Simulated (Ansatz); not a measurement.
# Ligand exchange: HOI + C2H8O2Si2 → SiH3I + C2H6O3Si

Gas-phase species: HOI (hypoiodous acid) `OI`, singlet; C2H8O2Si2 `C=C[Si](O)(O)[SiH3]`, singlet; SiH3I `[SiH3]I`, singlet; C2H6O3Si `C=C[Si](O)(O)O`, singlet. The partners trade OH for SiH3: I–OH and Si–SiH3 bonds give way to I–SiH3 and Si–OH.

Shapes, held fixed at every level: PBE0-D4/def2-TZVP. Flexible molecules stand in one conformer, not always the lowest. Programs: Ansatz 0.2.0. Electronic energies: no zero-point or thermal term.

```json
{"level": "HF/def2-TZVPP", "kind": "Hartree–Fock", "ΔE (kJ/mol)": "-400.4", "less CCSD(T)/def2-TZVPP": "-40.9"}
{"level": "PBE-D4/def2-TZVPP", "kind": "GGA", "ΔE (kJ/mol)": "-321.8", "less CCSD(T)/def2-TZVPP": "+37.7"}
{"level": "B3LYP-D4/def2-TZVPP", "kind": "global hybrid", "ΔE (kJ/mol)": "-343.3", "less CCSD(T)/def2-TZVPP": "+16.2"}
{"level": "wB97M-V/def2-TZVPP", "kind": "range-separated hybrid", "ΔE (kJ/mol)": "-361.6", "less CCSD(T)/def2-TZVPP": "-2.1"}
{"level": "wB97X-V/def2-TZVPP", "kind": "range-separated hybrid", "ΔE (kJ/mol)": "-351.9", "less CCSD(T)/def2-TZVPP": "+7.6"}
{"level": "B2PLYP/def2-TZVPP", "kind": "double hybrid", "ΔE (kJ/mol)": "-357.8", "less CCSD(T)/def2-TZVPP": "+1.7"}
{"level": "MP2/def2-TZVPP", "kind": "perturbation theory", "ΔE (kJ/mol)": "-380.0", "less CCSD(T)/def2-TZVPP": "-20.5"}
{"level": "CCSD(T)/def2-TZVPP", "kind": "coupled cluster or CI", "ΔE (kJ/mol)": "-359.5", "less CCSD(T)/def2-TZVPP": "0.0"}
```

The highest level, CCSD(T)/def2-TZVPP, gives ΔE = -359.5 kJ/mol; the levels span -400.4 to -321.8. The column of differences is taken from that level and isn't an error. No measured value is set beside it here. For atoms past krypton def2 sets carry core potentials with scalar relativity. Outer-core shells of I are correlated, in sets that cover them unevenly.

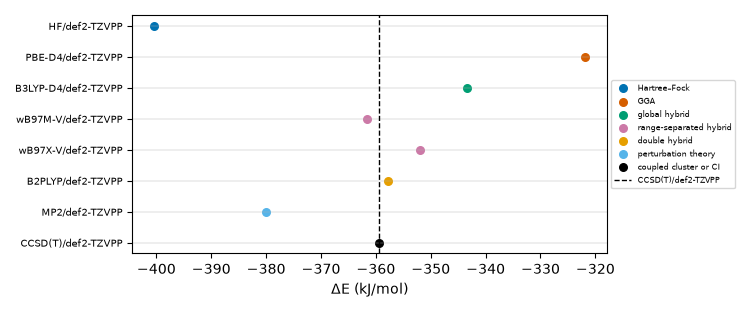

The values of the table, level by level.
